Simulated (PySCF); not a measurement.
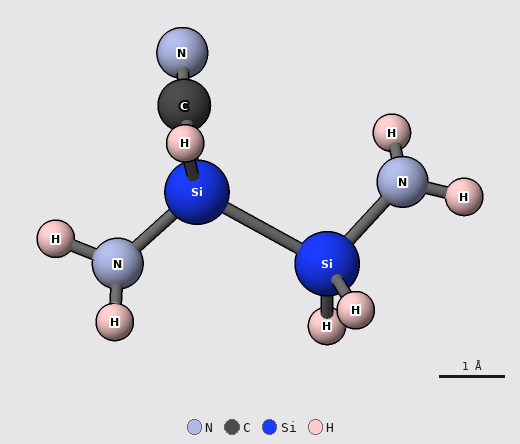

Figure 1. The starting structure (ball-and-stick view, seen at a tilt). Bond lengths as drawn: C–N 1.13 Å, C–Si 1.87 Å, H–N 0.98 to 1.04 Å, H–Si 1.46 to 1.47 Å, N–Si 1.70 to 1.73 Å and Si–Si 2.32 Å.

# CH7N3Si2: geometry relaxation

System: CH7N3Si2.
Method: PBE0-D3(BJ)/def2-SVP geometry optimisation, gas phase (PySCF 2.14.0).

## The input
```
{"job": {"xc": "PBE0", "basis": "def2-SVP", "d3": "d3bj", "grid": 1, "shake": 0.01, "kind": "geom"}, "charge": 0, "multiplicity": 1}
N     -2.124440     1.599910     1.957850
C     -1.710130     0.807680     1.273680
Si    -0.895700    -0.496300     0.209020
N     -1.552210    -0.207610    -1.331250
Si     1.383640    -0.112170     0.048700
N      1.887700     0.169410     1.680930
H     -1.320460    -1.738790     0.878070
H     -1.187330    -0.655960    -2.146500
H     -2.588290    -0.130880    -1.397400
H      1.736150     0.967180    -0.878830
H      2.147620    -1.286010    -0.354120
H      1.382410     0.810930     2.267400
H      2.846870     0.255730     1.874800
```

The first line tells a small driver script what to run in PySCF; the rest is the geometry in Å.

Launched with:
```bash
OMP_NUM_THREADS=1 python <driver script> task.json out
```

## What the program printed
```
step   0  E = -784.77369424  max force = 0.066268
step   1  E = -784.78400147  max force = 0.007280
step   2  E = -784.78438303  max force = 0.001681
step   3  E = -784.78458946  max force = 0.002455
step   4  E = -784.78470825  max force = 0.002530
step   5  E = -784.78492203  max force = 0.001875
step   6  E = -784.78518856  max force = 0.001736
step   7  E = -784.78568350  max force = 0.005455
step   8  E = -784.78621971  max force = 0.006150
step   9  E = -784.78696791  max force = 0.003822
step  10  E = -784.78711404  max force = 0.003475
step  11  E = -784.78753349  max force = 0.003394
step  12  E = -784.78773151  max force = 0.003082
step  13  E = -784.78794785  max force = 0.001954
step  14  E = -784.78800945  max force = 0.001364
step  15  E = -784.78803386  max force = 0.000607
step  16  E = -784.78804091  max force = 0.000375
optimisation converged
```

## Trajectory as extended XYZ (Å, eV, eV/Å), 17 frames, from step=0 to step=16
```
13
Properties=species:S:1:pos:R:3:forces:R:3 step=0 energy=-21354.77993
N    -2.1244    1.5999    1.9579   -1.8617   3.4076   2.9238
C    -1.7101    0.8077    1.2737    2.1302  -3.3030  -2.7657
Si   -0.8957   -0.4963    0.2090   -0.1468   0.2547   0.1461
N    -1.5522   -0.2076   -1.3313   -1.9184   0.4427  -0.3516
Si    1.3836   -0.1122    0.0487    0.2730   0.1478   1.1481
N     1.8877    0.1694    1.6809   -1.3013  -0.2223  -0.1413
H    -1.3205   -1.7388    0.8781    0.1030  -0.4350   0.2612
H    -1.1873   -0.6560   -2.1465    0.3038  -0.2781  -0.5701
H    -2.5883   -0.1309   -1.3974    1.0545  -0.0835  -0.0476
H     1.7362    0.9672   -0.8788   -0.1461   0.4464  -0.6088
H     2.1476   -1.2860   -0.3541    0.2128  -0.6900  -0.4624
H     1.3824    0.8109    2.2674   -0.3594   0.2860   0.1814
H     2.8469    0.2557    1.8748    1.6564   0.0268   0.2869
13
Properties=species:S:1:pos:R:3:forces:R:3 step=1 energy=-21355.06041
N    -1.9939    1.6317    1.9956    0.2324  -0.3543  -0.3094
C    -1.5968    0.8182    1.2625   -0.3026   0.3744   0.3212
Si   -0.9091   -0.4886    0.1190    0.0708  -0.0545   0.1116
N    -1.6286   -0.2268   -1.4289   -0.0319  -0.0662  -0.0391
Si    1.4021   -0.0947    0.1381    0.0934  -0.0402  -0.0980
N     1.8579    0.1935    1.7861    0.2140   0.0344   0.0065
H    -1.2321   -1.7769    0.8157   -0.0433   0.0359  -0.0120
H    -1.2211   -0.6710   -2.2460    0.0381   0.0703   0.0487
H    -2.6412   -0.2156   -1.5062    0.0124   0.0005   0.0169
H     1.6719    0.9954   -0.8629    0.0123   0.0020   0.0266
H     2.1284   -1.3133   -0.3410    0.0168   0.0308  -0.0109
H     1.3175    0.8480    2.3426   -0.0505   0.0253  -0.0200
H     2.8505    0.2837    2.0070   -0.2619  -0.0585  -0.0422
13
Properties=species:S:1:pos:R:3:forces:R:3 step=2 energy=-21355.07079
N    -1.9756    1.6300    2.0058    0.0688  -0.0562  -0.0430
C    -1.5912    0.8160    1.2721   -0.0864   0.0545   0.0463
Si   -0.9035   -0.4936    0.1282    0.0558  -0.0112   0.0471
N    -1.6239   -0.2276   -1.4176   -0.0554  -0.0407   0.0000
Si    1.4096   -0.1008    0.1228    0.0227  -0.0226  -0.0742
N     1.8376    0.1955    1.7742    0.0221   0.0284   0.0211
H    -1.2359   -1.7787    0.8230   -0.0253   0.0144   0.0067
H    -1.2072   -0.6546   -2.2377    0.0323   0.0505   0.0047
H    -2.6360   -0.2180   -1.4967    0.0077  -0.0099  -0.0091
H     1.6833    0.9933   -0.8714   -0.0016  -0.0021   0.0010
H     2.1473   -1.3137   -0.3512    0.0089   0.0167  -0.0037
H     1.2812    0.8520    2.3135   -0.0155   0.0023  -0.0189
H     2.8197    0.2838    2.0166   -0.0340  -0.0242   0.0219
13
Properties=species:S:1:pos:R:3:forces:R:3 step=3 energy=-21355.07641
N    -1.9354    1.6258    2.0247   -0.0338   0.1221   0.1158
C    -1.5749    0.8099    1.2842    0.0549  -0.1262  -0.1103
Si   -0.8965   -0.5012    0.1343    0.0146   0.0129  -0.0469
N    -1.6245   -0.2312   -1.4075   -0.0487  -0.0340   0.0524
Si    1.4167   -0.1063    0.1049   -0.0155   0.0050   0.0073
N     1.8094    0.2023    1.7630   -0.0614   0.0070  -0.0224
H    -1.2351   -1.7820    0.8323   -0.0088  -0.0001   0.0067
H    -1.1918   -0.6230   -2.2360    0.0227   0.0397  -0.0167
H    -2.6358   -0.2316   -1.4919    0.0048  -0.0193  -0.0227
H     1.6916    0.9881   -0.8879   -0.0073  -0.0032  -0.0115
H     2.1694   -1.3127   -0.3591    0.0041   0.0006   0.0082
H     1.2325    0.8599    2.2794    0.0052  -0.0021  -0.0005
H     2.7798    0.2855    2.0412    0.0690  -0.0024   0.0407
13
Properties=species:S:1:pos:R:3:forces:R:3 step=4 energy=-21355.07964
N    -1.8946    1.6200    2.0434   -0.0486   0.1296   0.1203
C    -1.5578    0.8027    1.2935    0.0813  -0.1301  -0.1099
Si   -0.8930   -0.5079    0.1338   -0.0119   0.0203  -0.0852
N    -1.6302   -0.2362   -1.4029   -0.0337  -0.0367   0.0675
Si    1.4193   -0.1083    0.0951   -0.0206   0.0125   0.0507
N     1.7878    0.2111    1.7570   -0.0632   0.0062  -0.0376
H    -1.2321   -1.7867    0.8343   -0.0028  -0.0056  -0.0004
H    -1.1805   -0.5859   -2.2407    0.0170   0.0377  -0.0191
H    -2.6404   -0.2540   -1.4944    0.0033  -0.0222  -0.0218
H     1.6949    0.9826   -0.9012   -0.0070  -0.0016  -0.0135
H     2.1836   -1.3115   -0.3564    0.0012  -0.0079   0.0118
H     1.1984    0.8701    2.2574    0.0147  -0.0040   0.0117
H     2.7502    0.2875    2.0627    0.0702   0.0018   0.0255
13
Properties=species:S:1:pos:R:3:forces:R:3 step=5 energy=-21355.08546
N    -1.8109    1.6022    2.0828   -0.0427   0.0660   0.0532
C    -1.5235    0.7843    1.3119    0.0768  -0.0594  -0.0322
Si   -0.8904   -0.5217    0.1270   -0.0397   0.0304  -0.0964
N    -1.6459   -0.2485   -1.3981   -0.0084  -0.0525   0.0563
Si    1.4200   -0.1102    0.0837   -0.0150   0.0096   0.0894
N     1.7496    0.2336    1.7486   -0.0351   0.0181  -0.0380
H    -1.2269   -1.8005    0.8279   -0.0019  -0.0095  -0.0174
H    -1.1604   -0.4898   -2.2532    0.0107   0.0393  -0.0146
H    -2.6514   -0.3151   -1.5088    0.0010  -0.0212  -0.0106
H     1.6979    0.9681   -0.9257   -0.0034   0.0021  -0.0109
H     2.2046   -1.3107   -0.3372   -0.0043  -0.0160   0.0124
H     1.1446    0.8979    2.2231    0.0216  -0.0081   0.0260
H     2.6982    0.2938    2.0996    0.0404   0.0011  -0.0171
13
Properties=species:S:1:pos:R:3:forces:R:3 step=6 energy=-21355.09271
N    -1.7271    1.5747    2.1258   -0.0314  -0.0239  -0.0444
C    -1.4919    0.7590    1.3330    0.0534   0.0323   0.0746
Si   -0.8927   -0.5376    0.1163   -0.0417   0.0469  -0.0495
N    -1.6643   -0.2670   -1.3968    0.0163  -0.0845   0.0017
Si    1.4160   -0.1113    0.0803   -0.0060  -0.0061   0.0893
N     1.7178    0.2656    1.7420    0.0060   0.0351  -0.0156
H    -1.2260   -1.8211    0.8085   -0.0117  -0.0073  -0.0332
H    -1.1452   -0.3514   -2.2614    0.0090   0.0496  -0.0043
H    -2.6582   -0.4032   -1.5375   -0.0036  -0.0146   0.0088
H     1.6977    0.9462   -0.9507    0.0000   0.0058  -0.0042
H     2.2176   -1.3131   -0.3018   -0.0103  -0.0178   0.0065
H     1.1070    0.9387    2.1965    0.0186  -0.0137   0.0293
H     2.6548    0.3041    2.1276    0.0015  -0.0018  -0.0590
13
Properties=species:S:1:pos:R:3:forces:R:3 step=7 energy=-21355.10618
N    -1.5568    1.4895    2.2116   -0.0503  -0.1992  -0.2582
C    -1.4333    0.6866    1.3775    0.0052   0.2083   0.2805
Si   -0.8983   -0.5776    0.0858    0.0229   0.0944   0.1417
N    -1.6867   -0.3248   -1.4108    0.0486  -0.1520  -0.1639
Si    1.4064   -0.1131    0.0871   -0.0026  -0.0510   0.0453
N     1.6610    0.3545    1.7289    0.1231   0.0658   0.0578
H    -1.2344   -1.8793    0.7351   -0.0529  -0.0024  -0.0838
H    -1.1939    0.0359   -2.2161    0.0304   0.0802   0.0023
H    -2.6190   -0.6399   -1.6431   -0.0497  -0.0086   0.0791
H     1.7011    0.8823   -1.0032    0.0056   0.0161   0.0176
H     2.2392   -1.3210   -0.1944   -0.0213  -0.0198  -0.0170
H     1.0489    1.0507    2.1449    0.0034  -0.0335   0.0287
H     2.5711    0.3396    2.1783   -0.0625   0.0017  -0.1301
13
Properties=species:S:1:pos:R:3:forces:R:3 step=8 energy=-21355.12077
N    -1.5808    1.4668    2.2196   -0.0379  -0.2538  -0.3120
C    -1.4560    0.6655    1.3831    0.0143   0.2399   0.3163
Si   -0.9056   -0.5841    0.0787    0.0300   0.0976   0.2277
N    -1.6792   -0.3495   -1.4261    0.0827  -0.1011  -0.2486
Si    1.3998   -0.1085    0.1058    0.0049  -0.0833  -0.0048
N     1.6857    0.3836    1.7338    0.1242   0.0550   0.0731
H    -1.2552   -1.8987    0.6905   -0.0435   0.0004  -0.0610
H    -1.2400    0.1628   -2.1794    0.0046   0.0624   0.0275
H    -2.5791   -0.7263   -1.6922   -0.0417  -0.0050   0.1018
H     1.6931    0.8644   -1.0062    0.0038   0.0202   0.0301
H     2.2265   -1.3252   -0.1580   -0.0186  -0.0125  -0.0305
H     1.0927    1.0865    2.1646   -0.0152  -0.0297   0.0115
H     2.6036    0.3461    2.1674   -0.1076   0.0100  -0.1310
13
Properties=species:S:1:pos:R:3:forces:R:3 step=9 energy=-21355.14113
N    -1.7142    1.4680    2.1978   -0.0284  -0.1089  -0.1320
C    -1.5228    0.6603    1.3831    0.0536   0.0770   0.1393
Si   -0.9147   -0.5793    0.0946   -0.0563   0.0603   0.1370
N    -1.6437   -0.3681   -1.4389    0.1545  -0.0424  -0.1965
Si    1.3894   -0.1115    0.1346    0.0060  -0.0667  -0.0857
N     1.7510    0.3956    1.7411    0.0392  -0.0173   0.0493
H    -1.2966   -1.9084    0.6498   -0.0108   0.0109   0.0186
H    -1.2522    0.2413   -2.1471   -0.0599   0.0046   0.0633
H    -2.5275   -0.7769   -1.7139   -0.0110   0.0361   0.0586
H     1.6631    0.8563   -0.9869    0.0043   0.0097   0.0089
H     2.1898   -1.3420   -0.1527   -0.0101   0.0158  -0.0175
H     1.1871    1.0932    2.2153   -0.0218  -0.0113  -0.0185
H     2.6968    0.3550    2.1048   -0.0595   0.0322  -0.0246
13
Properties=species:S:1:pos:R:3:forces:R:3 step=10 energy=-21355.14510
N    -1.7400    1.4349    2.2072   -0.0452  -0.0106  -0.0165
C    -1.5338    0.6297    1.3954    0.0480  -0.0190  -0.0258
Si   -0.9079   -0.5887    0.0926   -0.0180   0.0129   0.1787
N    -1.5979   -0.3883   -1.4595    0.0719   0.0123  -0.1745
Si    1.3917   -0.1180    0.1445   -0.0086  -0.0176  -0.1127
N     1.7573    0.4259    1.7360    0.0248  -0.0574   0.0552
H    -1.3156   -1.9274    0.5999    0.0183  -0.0126   0.0350
H    -1.3476    0.3809   -2.0673    0.0135   0.0228  -0.0115
H    -2.4463   -0.8523   -1.7547   -0.0846   0.0175   0.0620
H     1.6594    0.8337   -0.9933    0.0043  -0.0039   0.0090
H     2.1938   -1.3503   -0.1267   -0.0008   0.0081  -0.0092
H     1.1905    1.1202    2.2101   -0.0268  -0.0017  -0.0158
H     2.7019    0.3831    2.0974    0.0033   0.0490   0.0261
13
Properties=species:S:1:pos:R:3:forces:R:3 step=11 energy=-21355.15652
N    -1.8649    1.4657    2.1635   -0.0835   0.1726   0.1745
C    -1.5750    0.6523    1.3898    0.1091  -0.1670  -0.1554
Si   -0.9095   -0.5814    0.1301   -0.0600   0.0096  -0.0892
N    -1.5655   -0.3843   -1.4445    0.0597  -0.1708   0.0754
Si    1.3895   -0.1369    0.1406   -0.0127   0.0639  -0.0316
N     1.7892    0.3917    1.7315   -0.0440  -0.1183  -0.0188
H    -1.3301   -1.9120    0.6520    0.0120   0.0151   0.0260
H    -1.2359    0.3183   -2.0923   -0.0160   0.0563  -0.0024
H    -2.4669   -0.7688   -1.6970   -0.0437   0.0726  -0.0386
H     1.6336    0.8376   -0.9826    0.0020  -0.0164  -0.0198
H     2.1757   -1.3671   -0.1775    0.0075   0.0012   0.0078
H     1.2149    1.0656    2.2247   -0.0225   0.0228  -0.0071
H     2.7504    0.4027    2.0434    0.0921   0.0582   0.0793
13
Properties=species:S:1:pos:R:3:forces:R:3 step=12 energy=-21355.16191
N    -1.8738    1.4624    2.1562   -0.0499   0.1022   0.1087
C    -1.5707    0.6485    1.3869    0.0724  -0.0894  -0.0908
Si   -0.9040   -0.5876    0.1303   -0.0267   0.0138  -0.0720
N    -1.5562   -0.3926   -1.4463    0.0132  -0.1585   0.0376
Si    1.3960   -0.1418    0.1355   -0.0058   0.0564   0.0039
N     1.7848    0.3870    1.7306   -0.0287  -0.0875  -0.0110
H    -1.3261   -1.9137    0.6606    0.0117   0.0029   0.0114
H    -1.2348    0.3271   -2.0802   -0.0058   0.0470   0.0056
H    -2.4736   -0.7469   -1.6880   -0.0226   0.0667  -0.0230
H     1.6372    0.8319   -0.9891    0.0035  -0.0107  -0.0105
H     2.1891   -1.3678   -0.1808    0.0011  -0.0037   0.0051
H     1.1938    1.0534    2.2154   -0.0116   0.0153  -0.0042
H     2.7438    0.4236    2.0506    0.0494   0.0454   0.0393
13
Properties=species:S:1:pos:R:3:forces:R:3 step=13 energy=-21355.16779
N    -1.8882    1.4471    2.1289    0.0513  -0.0634  -0.0445
C    -1.5494    0.6329    1.3720   -0.0560   0.0776   0.0352
Si   -0.8836   -0.6114    0.1216    0.0611  -0.0159   0.0486
N    -1.5287   -0.4298   -1.4613   -0.1005   0.0068  -0.0683
Si    1.4160   -0.1551    0.1257    0.0213   0.0167   0.0415
N     1.7650    0.3771    1.7317   -0.0162   0.0108   0.0255
H    -1.3069   -1.9278    0.6726    0.0135  -0.0152  -0.0165
H    -1.2436    0.3588   -2.0306    0.0593   0.0149  -0.0064
H    -2.4942   -0.6740   -1.6531   -0.0222  -0.0259   0.0159
H     1.6530    0.8165   -1.0017    0.0084   0.0073   0.0103
H     2.2297   -1.3694   -0.1822   -0.0107  -0.0084   0.0015
H     1.1234    1.0182    2.1884    0.0121  -0.0011   0.0090
H     2.7131    0.5004    2.0697   -0.0214  -0.0043  -0.0518
13
Properties=species:S:1:pos:R:3:forces:R:3 step=14 energy=-21355.16947
N    -1.8537    1.4538    2.1392    0.0395  -0.0666  -0.0578
C    -1.5384    0.6392    1.3724   -0.0450   0.0701   0.0555
Si   -0.8871   -0.6090    0.1176    0.0071   0.0142   0.0011
N    -1.5523   -0.4239   -1.4568   -0.0083  -0.0228  -0.0423
Si    1.4127   -0.1489    0.1263    0.0140  -0.0014   0.0125
N     1.7565    0.3753    1.7356   -0.0081   0.0153   0.0304
H    -1.2994   -1.9252    0.6781    0.0026  -0.0086  -0.0142
H    -1.2277    0.3223   -2.0618   -0.0058  -0.0101   0.0238
H    -2.5147   -0.6729   -1.6587    0.0205   0.0143   0.0233
H     1.6573    0.8260   -0.9964    0.0071   0.0066   0.0080
H     2.2257   -1.3643   -0.1803   -0.0077  -0.0037  -0.0006
H     1.1211    1.0230    2.1917    0.0071  -0.0038   0.0046
H     2.7054    0.4880    2.0747   -0.0230  -0.0034  -0.0445
13
Properties=species:S:1:pos:R:3:forces:R:3 step=15 energy=-21355.17013
N    -1.8583    1.4506    2.1343    0.0225  -0.0210  -0.0148
C    -1.5409    0.6364    1.3688   -0.0312   0.0204   0.0113
Si   -0.8858   -0.6111    0.1153    0.0055   0.0039   0.0044
N    -1.5478   -0.4293   -1.4614    0.0019  -0.0134  -0.0190
Si    1.4128   -0.1483    0.1301    0.0084   0.0057  -0.0017
N     1.7554    0.3777    1.7388   -0.0124  -0.0010   0.0211
H    -1.2978   -1.9296    0.6708    0.0037  -0.0041  -0.0053
H    -1.2311    0.3270   -2.0577   -0.0020  -0.0015   0.0074
H    -2.5124   -0.6741   -1.6563    0.0025   0.0074   0.0102
H     1.6595    0.8280   -0.9910    0.0051   0.0021   0.0042
H     2.2250   -1.3643   -0.1763   -0.0029  -0.0016   0.0015
H     1.1204    1.0241    2.1970    0.0028  -0.0004   0.0013
H     2.7063    0.4965    2.0691   -0.0039   0.0033  -0.0207
13
Properties=species:S:1:pos:R:3:forces:R:3 step=16 energy=-21355.17032
N    -1.8547    1.4438    2.1270    0.0070   0.0107   0.0114
C    -1.5399    0.6297    1.3607   -0.0193  -0.0184  -0.0172
Si   -0.8814   -0.6178    0.1085    0.0062  -0.0019   0.0151
N    -1.5434   -0.4409   -1.4698    0.0069   0.0125  -0.0019
Si    1.4152   -0.1458    0.1345   -0.0014   0.0033  -0.0151
N     1.7457    0.3809    1.7457   -0.0053  -0.0086   0.0111
H    -1.2886   -1.9384    0.6623    0.0022  -0.0002   0.0012
H    -1.2343    0.3280   -2.0541    0.0010  -0.0008  -0.0083
H    -2.5147   -0.6695   -1.6511   -0.0050  -0.0056   0.0005
H     1.6680    0.8329   -0.9830    0.0009  -0.0008   0.0007
H     2.2311   -1.3604   -0.1676    0.0014   0.0011   0.0015
H     1.1054    1.0242    2.2008   -0.0016   0.0024  -0.0011
H     2.6969    0.5168    2.0678    0.0070   0.0063   0.0020
```

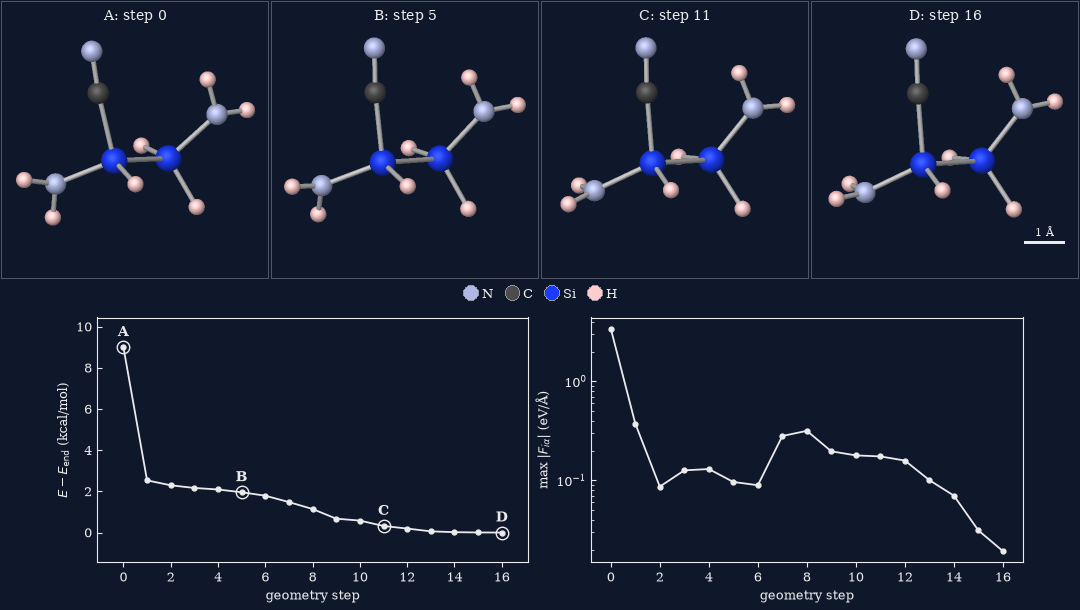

Figure 2. Frames of the relaxation (ball-and-stick view, seen at a tilt) above the curves, on which the letters mark them (steps are counted from 0).

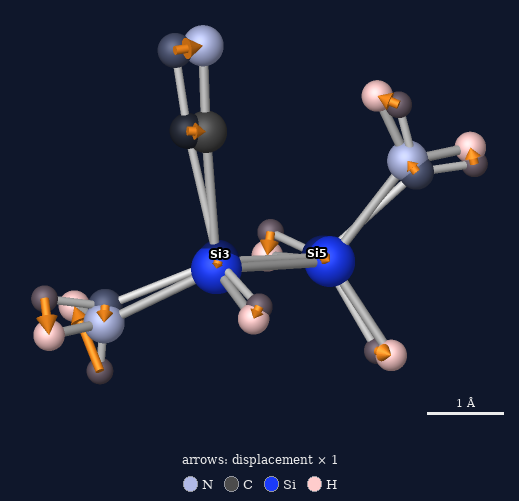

Figure 3. Start (faint) and end (solid) with the displacements as orange arrows, at true length (ball-and-stick view, seen at a tilt). The two geometries are laid on each other by the best rigid fit. Over 16 geometry steps the energy falls by 9.00 kcal/mol. The largest force component goes from 3.4 to 0.019 eV/Å. H8 moves most after the best rigid fit: 0.98 Å. By element the largest moves are H 0.98 Å, N 0.42 Å, C 0.26 Å, Si 0.13 Å. Distances before and after: Si5–H10 1.466 → 1.507 Å, Si5–H11 1.457 → 1.494 Å, N1–C2 1.126 → 1.161 Å, N6–H13 0.982 → 1.013 Å. Among the angles that change: C2–Si3–N4 103.3° → 114.0°, C2–Si3–Si5 110.6° → 101.6°, N4–Si3–H7 116.3° → 109.1°. (Atoms are counted from 1 in the order of the input.)

## Summary

| quantity | value |
| --- | --- |
| outcome | converged |
| total energy | −784.788041 hartree |
| dipole moment | 2.73 D |
| point group | C1 |
| hardware | 1 CPU thread, shared host |
| wall time | 2.8 min |
| peak memory | 0.5 GiB |
